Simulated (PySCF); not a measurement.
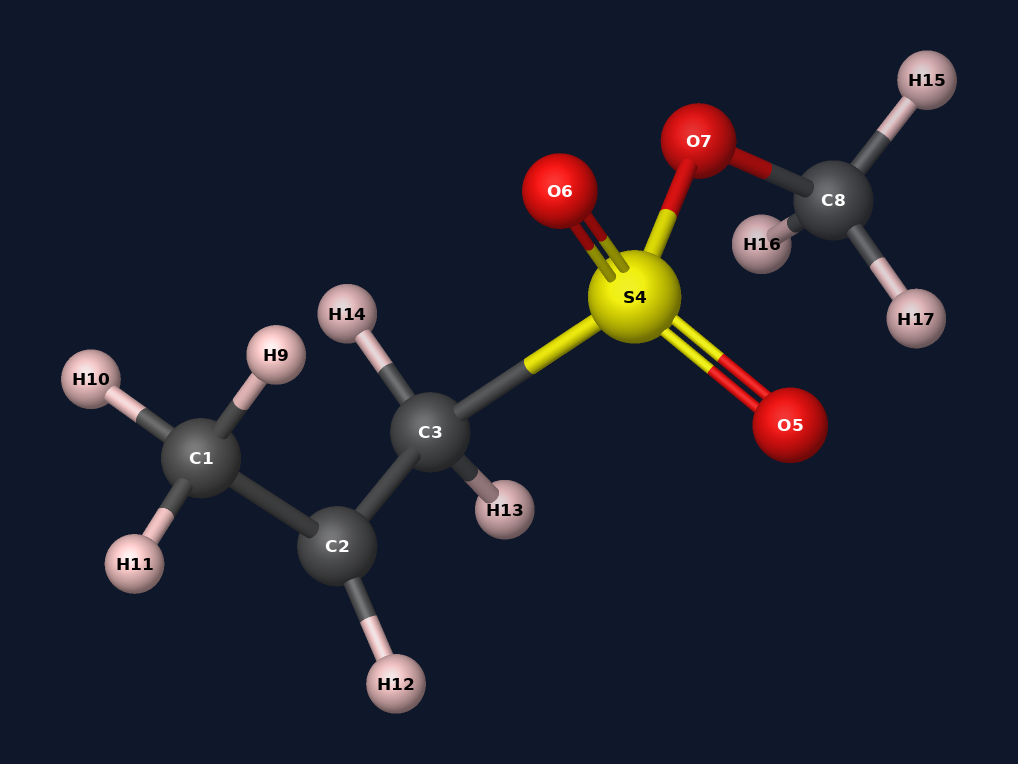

Charge 0, doublet. Computed geometry: GFN2-xTB optimisation. No frequency run is at hand to confirm it as a minimum. Computed with UKS B3LYP, pcH-1 on C H O S, non-relativistic (PySCF 2.14.0). Fermi-contact and spin-dipolar terms alone, no spin-orbit part.

Which nucleus has the largest dipolar (anisotropic) hyperfine coupling?

Answer. 13C at C2: principal values −73.0, −72.1, 145.0 MHz.

List the isotropic and dipolar parts for the most strongly coupled nuclei, one of each equivalent set.

```
atom  isotope  a_iso (MHz)   dipolar part (MHz)
  C2      13C         99.0  −73.0, −72.1, 145.0
 H12       1H        −54.3    −34.4, −0.7, 35.1
  S4      33S        145.3   −10.7, −10.6, 21.3
  O7      17O        −15.0      −14.6, 7.1, 7.5
  O6      17O         −4.4       −9.2, 4.4, 4.8
  O5      17O         −1.1       −9.0, 4.3, 4.7
 H10       1H         68.2      −4.5, −4.0, 8.5
 H11       1H          9.9      −4.4, −3.6, 8.0
```
